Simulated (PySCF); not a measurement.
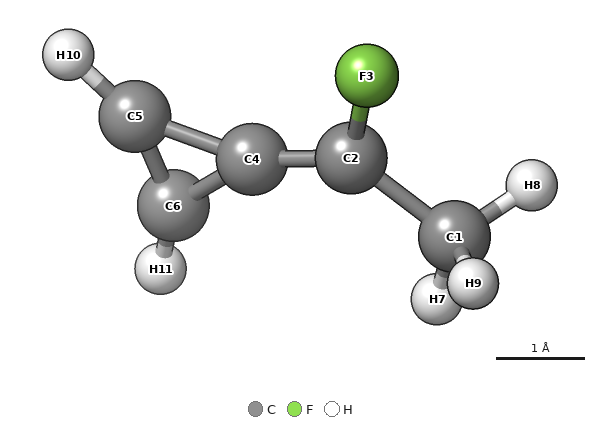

**Figure 1.** The structure as given in the input (ball-and-stick view, seen at a tilt; atoms are numbered from 1 in the order of the input).

# Run report: C₅H₅F, excited-state calculation

System: C₅H₅F.
Method: TDDFT PBE0/def2-TZVPP, vertical, gas phase, core orbitals frozen in the response (PySCF 2.14.0).

The geometry comes from this level: GFN2-xTB. It belongs to a series of runs on one base structure; here: PBE0/def2-TZVPP; 6 states; grid level 3; damp 0.3.

Log:
```
damping 0.30 in the first 6 cycles
final grid: 133896 points
cycle   1  E = -292.9876567980  dE =  9.764e-01  |g| = 4.986e-01  |ddm| = 2.836e+00
cycle   2  E = -293.0230435196  dE = -3.539e-02  |g| = 3.149e-01  |ddm| = 1.073e+00
cycle   3  E = -293.0311779541  dE = -8.134e-03  |g| = 2.141e-01  |ddm| = 6.752e-01
cycle   4  E = -293.0341112081  dE = -2.933e-03  |g| = 1.621e-01  |ddm| = 4.454e-01
cycle   5  E = -293.0355131439  dE = -1.402e-03  |g| = 1.277e-01  |ddm| = 3.472e-01
cycle   6  E = -293.0313969274  dE =  4.116e-03  |g| = 2.056e-01  |ddm| = 3.882e-01
cycle   7  E = -293.0208262721  dE =  1.057e-02  |g| = 3.285e-01  |ddm| = 5.745e-01
cycle   8  E = -293.0378546876  dE = -1.703e-02  |g| = 1.909e-02  |ddm| = 3.217e-01
cycle   9  E = -293.0379373386  dE = -8.265e-05  |g| = 2.721e-03  |ddm| = 1.524e-02
cycle  10  E = -293.0379387043  dE = -1.366e-06  |g| = 1.405e-03  |ddm| = 3.261e-03
cycle  11  E = -293.0379391736  dE = -4.693e-07  |g| = 1.799e-04  |ddm| = 1.157e-03
cycle  12  E = -293.0379391786  dE = -5.031e-09  |g| = 9.148e-05  |ddm| = 2.604e-04
cycle  13  E = -293.0379391806  dE = -1.990e-09  |g| = 1.946e-05  |ddm| = 9.333e-05
cycle  14  E = -293.0379391807  dE = -7.913e-11  |g| = 7.082e-06  |ddm| = 2.208e-05
converged SCF energy = -293.0379391807

Static polarisability (au): isotropic 57.718, principal 37.588 54.377 81.189

Singlet excitations
state   eV       nm        f      main configurations
  1   3.8296    323.8   0.01093   H->L 0.99
  2   6.2142    199.5   0.00206   H->L+3 0.72, H->L+1 0.12, H->L+5 0.12
  3   6.2868    197.2   0.00040   H->L+1 0.86, H->L+3 0.12
  4   6.4861    191.2   0.00015   H-1->L 0.96
  5   6.7902    182.6   0.00105   H->L+4 0.94
  6   7.1170    174.2   0.00331   H->L+5 0.84, H->L+3 0.12
```

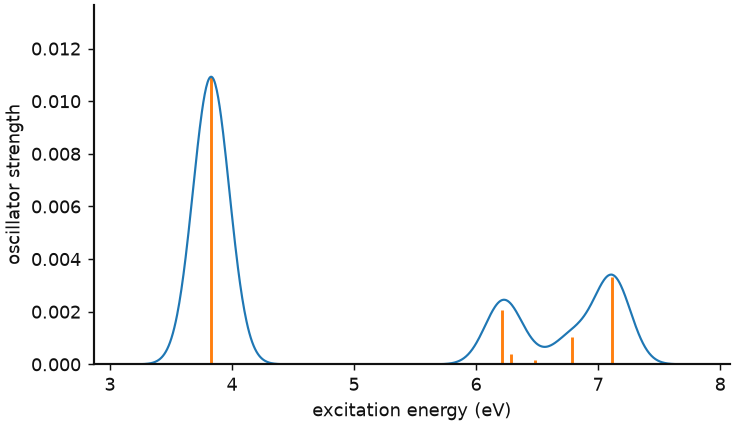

**Figure 2.** Computed excitations as sticks (degenerate states added up, dark ones marked on the axis), with a Gaussian envelope of 0.35 eV full width at half maximum, scaled to the tallest. Of the 6 states the lowest lies at 3.83 eV (f = 0.011); the strongest line is at 3.83 eV, or 324 nm (f = 0.011).

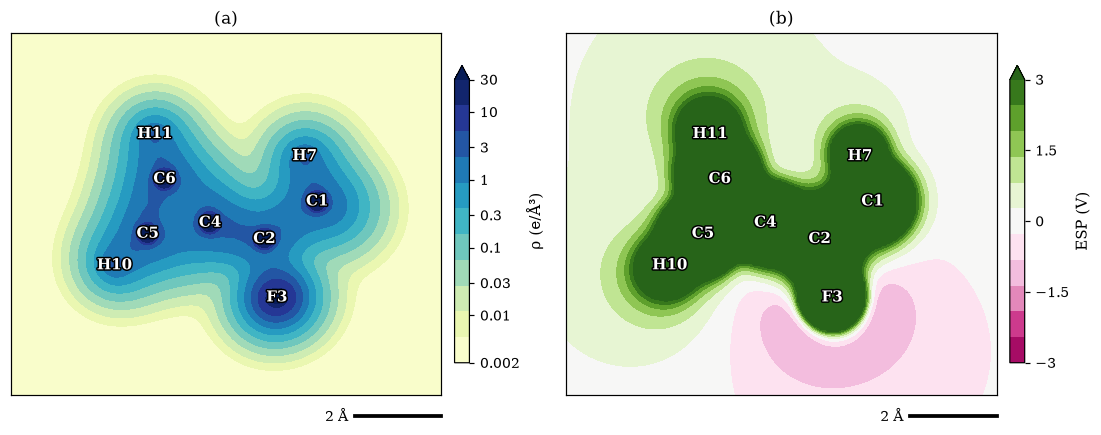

**Figure 3.** (a) total electron density; (b) molecular electrostatic potential on the plane of atoms C6, C5 and H10. C–C (1.31 Å): ρ at the midpoint is about 2.4 e/Å³. C–H (1.06 Å): ρ is about 2.1 e/Å³ halfway.

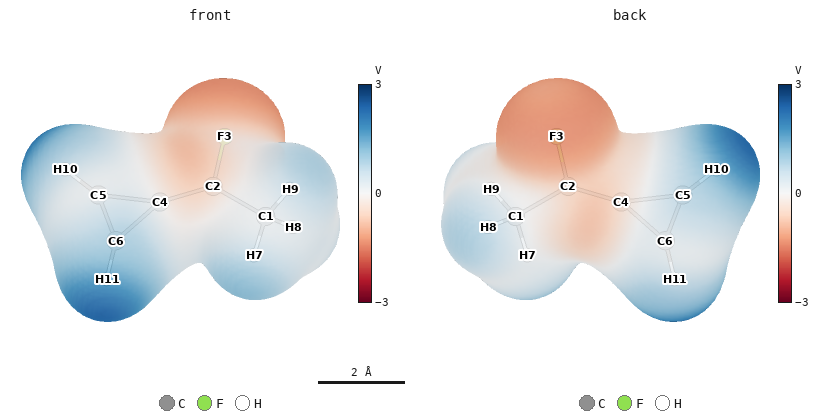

**Figure 4.** The molecular electrostatic potential painted on the density surface at 0.004 e/bohr³, seen at a tilt and from behind; the colour scale runs from red (negative) to blue (positive).

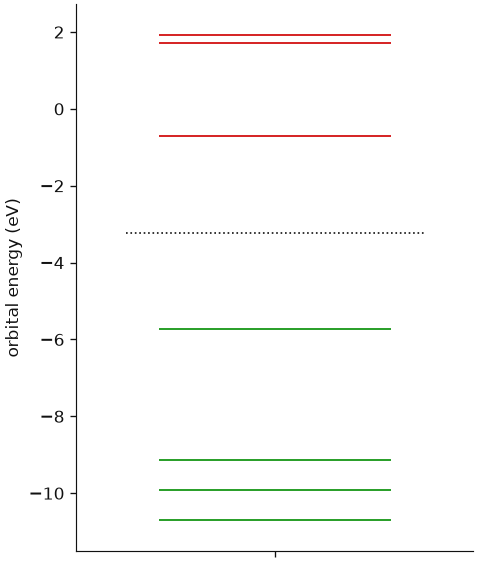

**Figure 5.** Orbital energies near the frontier; the dotted line parts filled from empty levels, and levels within 0.02 eV of each other stand side by side. Highest filled −5.73 eV, lowest empty −0.71 eV, 5.02 eV apart.

The run was set up as follows.

Input:
```
{"job": {"kind": "uv", "xc": "PBE0", "basis": "def2-TZVPP", "nstates": 6, "ntriplets": 0, "tda": false, "scf": {"damp": 0.3}, "grid": 3}, "charge": 0, "multiplicity": 1}
C     -1.759425     0.318312     0.192535
C     -0.567474    -0.572306     0.067210
F     -0.884193    -1.912799     0.114927
C      0.685030    -0.225944    -0.076229
C      2.106621    -0.509110    -0.234585
C      1.747444     0.758716    -0.205078
H     -1.447521     1.357004     0.147831
H     -2.464255     0.118358    -0.614338
H     -2.269137     0.134718     1.138259
H      2.859215    -1.254184    -0.313918
H      1.999119     1.789906    -0.242577
```

The first line tells a small driver script what to run in PySCF; the rest is the geometry in Å.

Command:
```bash
OMP_NUM_THREADS=1 python <driver script> task.json out
```

Key numbers:

- outcome: converged
- total energy: −293.037939 hartree
- HOMO: −5.73 eV
- LUMO: −0.71 eV
- dipole moment: 2.90 D
- mean polarisability: 57.72 a.u.
- lowest excitation: 3.83 eV
- hardware: 1 CPU thread, shared host
- wall time: 43 s
- peak memory: 0.84 GiB

Settings chosen away from the usual ones: PBE0/def2-TZVPP; 6 states; grid level 3; damp 0.3.
